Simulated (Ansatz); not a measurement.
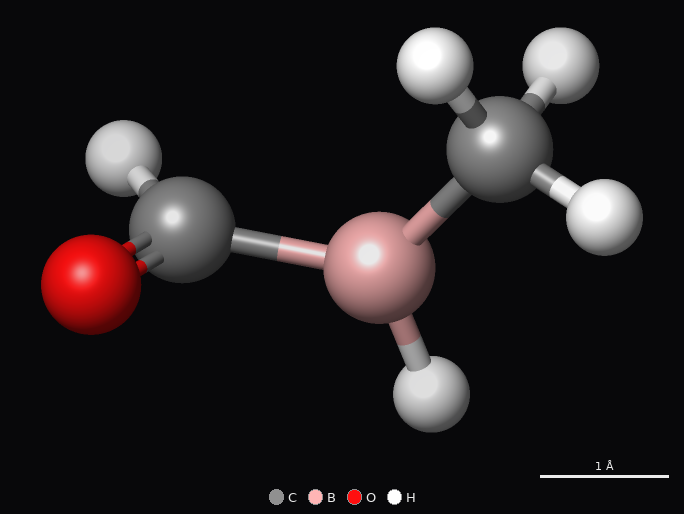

The picture shows a molecular structure as a ball-and-stick model. Multiple sticks mark multiple bonds (one Kekulé form).

**What is the molecular formula?**

C2H5BO, 9 atoms: 2 carbon, 5 hydrogen, 1 boron and 1 oxygen.

**Describe its rings.**

It has no ring.

**How many sets of symmetry-equivalent atoms are there?**

9: 1 C, 1 B, 1 C, 1 O, 1 H, 1 H, 1 H, 1 H, 1 H.

The parts below concern this one geometry. Atoms keep their numbers from picture to picture. The computed structure is the end point of a PBE0-D4/def2-TZVP optimisation.

## Geometry

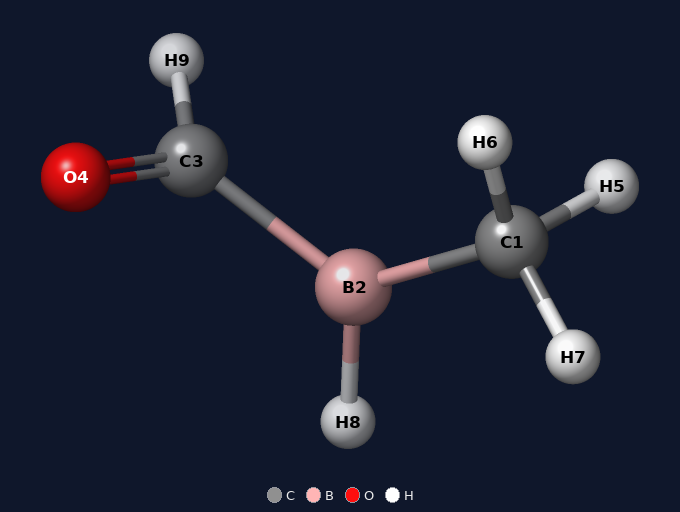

**How are the neighbours of atom 3 arranged?**

C3 has 3 neighbours (B2 at 1.57, O4 at 1.21, H9 at 1.12 Å); the arrangement is trigonal planar.

**How are the neighbours of atom 2 arranged?**

B2 has 3 neighbours (C1 at 1.55, C3 at 1.57, H8 at 1.20 Å); the arrangement is trigonal planar.

**How are the neighbours of atom 1 arranged?**

C1 has 4 neighbours (B2 at 1.55, H5 at 1.10, H6 at 1.09, H7 at 1.09 Å); the arrangement is tetrahedral.

**What is the dihedral angle C1–B2–C3–O4?**

86° in size, that is about perpendicular.

## Charges

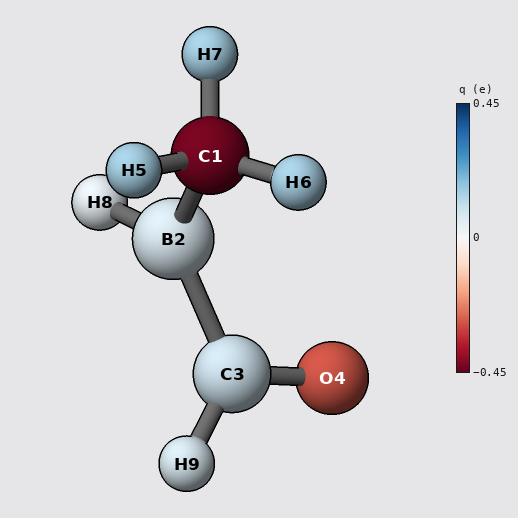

Atoms are coloured by their Mulliken charges. Level of theory: RKS PBE0-D4/def2-TZVP (Ansatz 0.2.0).

List the Mulliken charges.

```tsv
atom	value (e)
C1	−0.43
B2	0.07
C3	0.09
O4	−0.28
H5	0.15
H6	0.15
H7	0.15
H8	0.04
H9	0.07
```

## Electronic properties

Method: RKS PBE0-D4/def2-TZVPP (Ansatz 0.2.0).

**Estimate the dispersion correction.**

−10.0 kJ/mol.

**What is the HOMO energy (Kohn–Sham orbital)?**

−7.02 eV.

**Estimate the LUMO energy (Kohn–Sham orbital).**

−1.50 eV.

## Vibrations

Harmonic vibrations computed with RKS PBE0-D4/def2-TZVP (Ansatz 0.2.0) at a stationary point of the same level.

**How many vibrational modes are there, and where do they lie?**

21 modes: 75, 105, 186, 298, 568, 772, 782, 921, 1017, 1051, 1209, 1315, 1406, 1425, 1466, 1759, 2605, 2830, 3005, 3098, 3148 cm⁻¹.

Mulliken values depend strongly on the basis set and can even reverse the polarity of a bond.
